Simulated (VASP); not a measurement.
Data:

```xyz
2
Lattice="0.0000 2.3963 2.3963 2.3963 0.0000 2.3963 2.3963 2.3963 0.0000" Properties=species:S:1:pos:R:3 pbc="T T T"
Na     0.0000     0.0000     0.0000
F      2.3963     2.3963     2.3963
```

Computed with revPBE GGA, VASP's PBE PAW potentials (set 64) (plane waves; VASP). Run with 520 eV cut-off, 11×11×11 Γ-centred mesh, tetrahedra with Blöchl corrections, potentials Na_pv F.

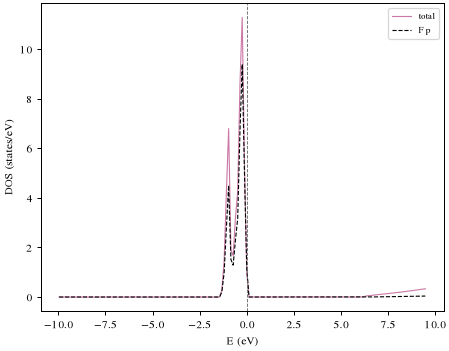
Figure. Total and projected density of states, zero at the valence-band maximum

Within 2 eV below the valence-band maximum the largest weight inside VASP's projection spheres is F p.

The gap is direct, 6.07 eV, from the valence maximum at Γ to the conduction minimum at Γ.

The compound is NaF in the rock salt structure. It was relaxed first, which changed the volume by +11 %.
